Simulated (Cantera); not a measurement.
Charge: 1 mol MgO, 13 mol CO, held at 2025 °C.

Cantera equilibrium calculation (NASA polynomials, part measured and part estimated; ideal gas, pure solids and liquids). Candidate condensed phases: C, Mg, MgCO3, MgO; 15 gas species. Equilibrium is a limit: real reactors are often held back by kinetics, nucleation or transport.

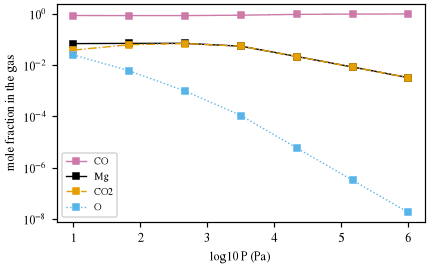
*Equilibrium gas composition (values under 1e-9 drawn at 1e-9)*

From 10.0 Pa to 4.60 mbar nothing is condensed. From 32.0 mbar to 10.0 bar the condensed part is MgO(s). The main Mg-bearing gas is Mg throughout.
